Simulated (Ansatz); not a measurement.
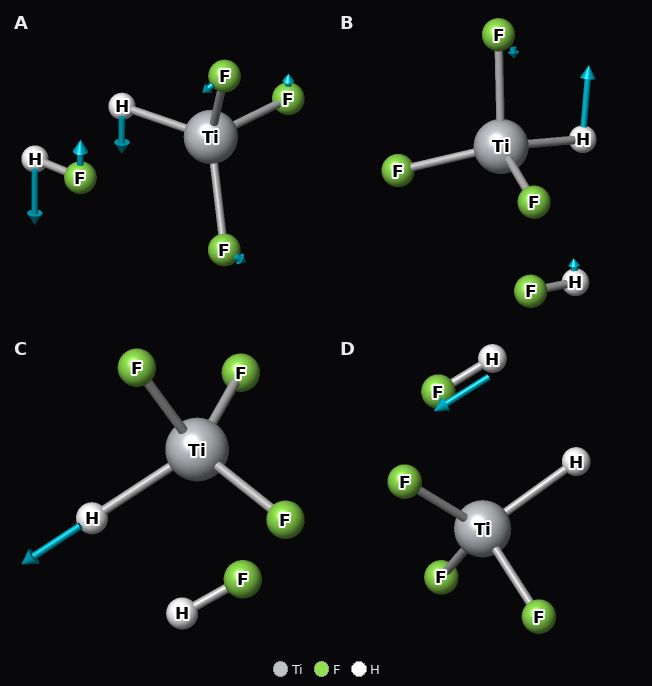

4 normal modes of one molecule or complex, as arrows. The species is neutral and a spin singlet. Harmonic vibrations computed with RKS PBE0-D4/def2-TZVP (Ansatz 0.2.0) at a stationary point of the same level.

### Match the panels to the wavenumbers 127 cm⁻¹, 755 cm⁻¹, 1758 cm⁻¹, 4043 cm⁻¹.

A: 127 cm⁻¹
B: 755 cm⁻¹
C: 1758 cm⁻¹, Ti–H stretching
D: 4043 cm⁻¹, F–H stretching
